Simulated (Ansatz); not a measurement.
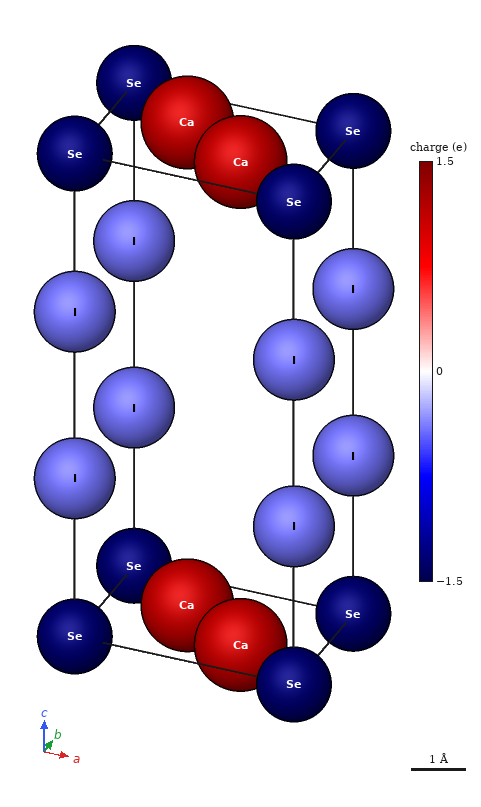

Spheres-only representation of a periodic structure, projected slightly off an axis. The edges of the simulation cell are marked. The atoms of this Ca2SeI2 cell are coloured by their Bader charge.

Setup: DFT PBE, scalar-relativistic, plane waves, PAW in Ansatz 0.2.0; a 420 eV plane-wave basis, 12×12×4 k-points, Gaussian smearing of 0.1 eV, no spin polarisation.

### Summarise the charge transfer.

Most positive: Ca; most negative: Se. Charges: about Ca +1.1 e; Se -1.3 e; I -0.4 e.

Starting structure: a random cell made by a generator, so it need not be a real form of the compound. Earlier steps of the study may have refined or changed the cell and positions. It went into a calculation with Ansatz.
